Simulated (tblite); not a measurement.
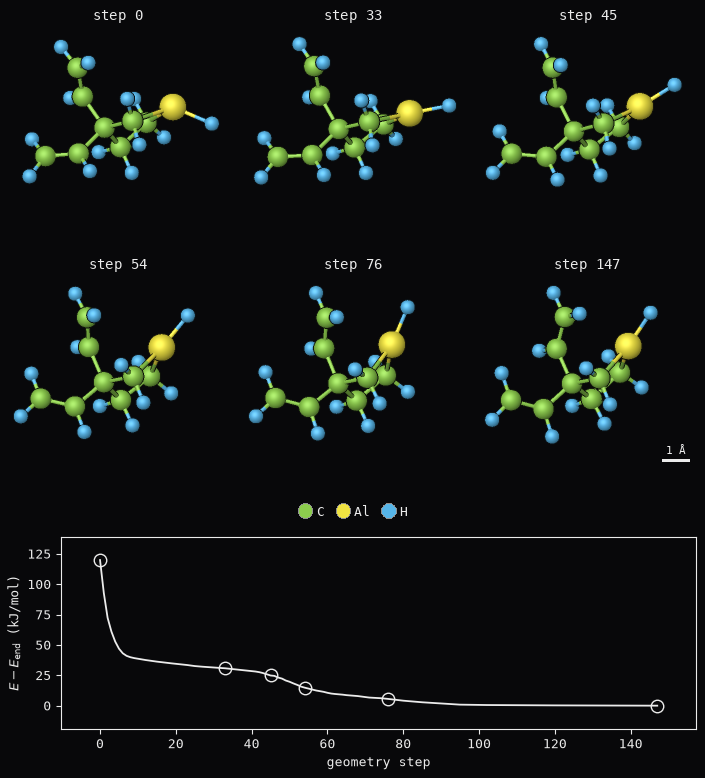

Frames of a relaxation of C8H13Al, marked on the history of the run. Style: ball-and-stick. Shown at a tilt.

These are results of GFN2-xTB geometry optimisation, gas phase in tblite 0.8.0, not measurements. 

Question: Describe the path.

Answer: The atom that moves furthest after the best rigid fit is an H atom (2.54 Å). By element the largest moves are H 2.54 Å, C 0.71 Å, Al 0.67 Å. Among the contacts that change: Al–C 3.901 → 2.624 Å, Al–C 3.417 → 2.724 Å, Al–H 1.616 → 1.536 Å, C–C 1.496 → 1.558 Å. Bond angles that change, for instance: C–Al–H 118.6° → 131.8°, C–Al–H 118.3° → 131.5°, Al–C–H 109.0° → 121.5°. Groups turn about C–C by about 45°, C–C by about 25°, C–C by about 25°. The energy falls by 119.9 kJ/mol in 147 geometry steps. The run took 1.5 s on 1 thread of Arm Neoverse V1, on a shared host. From step 0 to 33: an H atom moves most (0.68 Å), energy −89.1 kJ/mol. From step 33 to 45: an H atom moves most (0.86 Å), energy −5.94 kJ/mol. From step 45 to 54: an H atom moves most (0.91 Å), energy −10.0 kJ/mol. From step 54 to 76: an H atom moves most (0.63 Å), energy −9.25 kJ/mol. From step 76 to 147: an H atom moves most (0.43 Å), energy −5.57 kJ/mol.
